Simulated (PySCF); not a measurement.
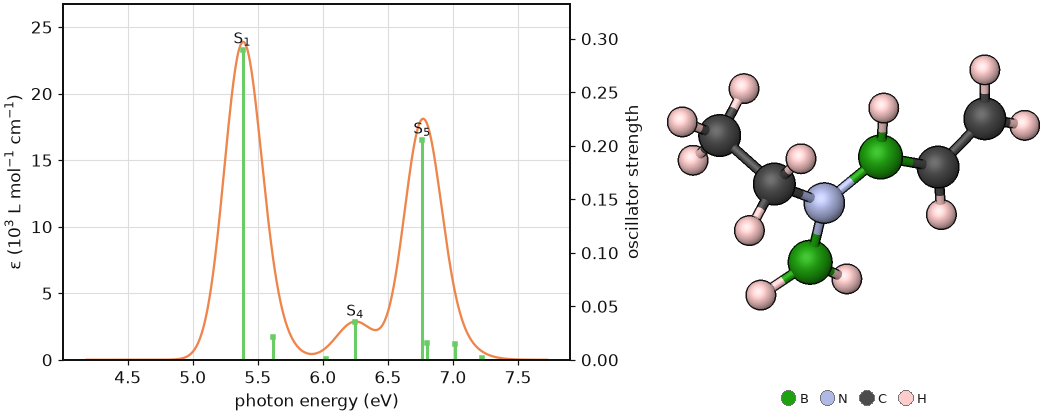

Computed absorption of C₄H₁₁B₂N, SMILES BN(BC=C)CC. Vertical TDDFT excitations, B3LYP/def2-SVPD, PySCF 2.14.0, at a GFN2-xTB geometry (no frequency check), gas phase. Only the first 8 singlet excitations are included; each is broadened by a Gaussian of 1/e half-width 0.20 eV. Sticks give oscillator strengths (right axis).

Question: Where is the maximum of the broadened curve, and how high is it?

Answer: At about 5.4 eV (230 nm), with ε near 24000 L mol⁻¹ cm⁻¹.

Question: List the transitions behind the spectrum.

Answer:
```csv
state,E (eV),λ (nm),f,main character
S1,5.38,230,0.289,HOMO → LUMO (89 %)
S2,5.61,221,0.021,HOMO−1 → LUMO (77 %)
S3,6.02,206,0.001,HOMO−3 → LUMO (91 %)
S4,6.25,198,0.035,HOMO−2 → LUMO (66 %)
S5,6.77,183,0.205,HOMO → LUMO+1 (64 %)
S6,6.80,182,0.016,HOMO−4 → LUMO (72 %)
S7,7.02,177,0.015,HOMO−1 → LUMO+1 (66 %)
S8,7.22,172,0.001,HOMO−3 → LUMO+1 (85 %)
```

Known limits of this run: the tight-binding geometry is rougher than a DFT one and adds to the error; one conformer of a flexible molecule; core orbitals are frozen in the response.
